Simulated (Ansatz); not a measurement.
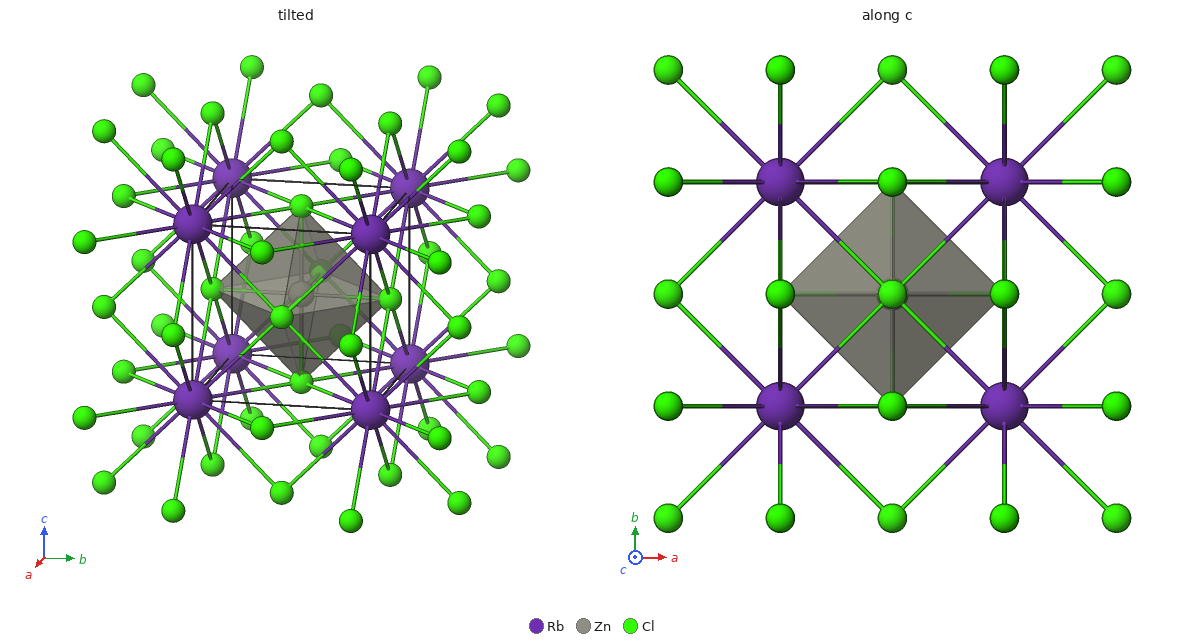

Polyhedral drawing of the structure, looking slightly off an axis and along the c axis. Lines trace the edges of the conventional unit cell. Some neighbours outside the box are added.

RbZnCl₃, cubic perovskite, space group Pm-3m (No. 221), a = 4.741 Å, b = 4.741 Å, c = 4.741 Å, α = 90.00°, β = 90.00°, γ = 90.00°. Its origin is a structure type filled with these elements by a generator (whether the compound takes this form wasn't checked). The cell was then strained or its atoms displaced on purpose. It was the input of a calculation with Ansatz.

This one geometry was computed with Ansatz (DFT, plane waves, PAW) at three levels of theory: HSE06, r2SCAN and PBE. It was relaxed with r2SCAN and then strained.

Which level gives the highest pressure at this volume, and what does that say about its equilibrium volume?

Highest: PBE (8.5 GPa), which points to the largest equilibrium volume. Lowest, with the smallest volume: r2SCAN (6.9 GPa). Levels within 0.5 GPa of each other can't be told apart.

How does the band gap change with the level of theory?

PBE: a gap of 1.79 eV, indirect; r2SCAN: a gap of 2.45 eV, indirect; HSE06: a gap of 3.36 eV, indirect.

Collect the results in a table.

| level | cutoff (eV) | k-mesh of the run's cell | gap (eV) | pressure (GPa) |
| --- | --- | --- | --- | --- |
| HSE06 | 420 | 4×4×4 | 3.36 | 7.7 |
| r2SCAN | 500 | 6×6×6 | 2.45 | 6.9 |
| PBE | 420 | 6×6×6 | 1.79 | 8.5 |

Gaps are taken on the k-mesh or band path of each run.
